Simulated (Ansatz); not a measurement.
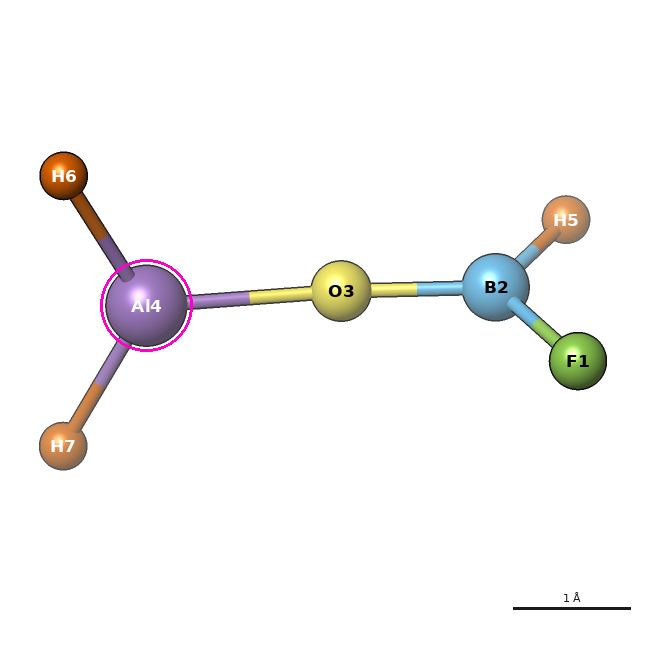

Orthographic view. Depth is shown by fading: the farther an atom, the more it takes the colour of the background. Computed geometry: PBE0-D4/def2-TZVP optimisation. No frequency run is at hand to confirm it as a minimum.

Question: Name the neighbours of the circled atom.

Answer: The circled atom is Al4; it is bonded to O3, H6, H7.

Question: Of F1 and B2, which is nearer the viewer?

Answer: F1; the bond to B2 points away from the viewer, so it looks shorter than its 1.33 Å.

Question: What is the shortest path along bonds from the circled atom to H5?

Answer: Al4–O3–B2–H5, 3 bonds; through space the two are 3.84 Å apart.
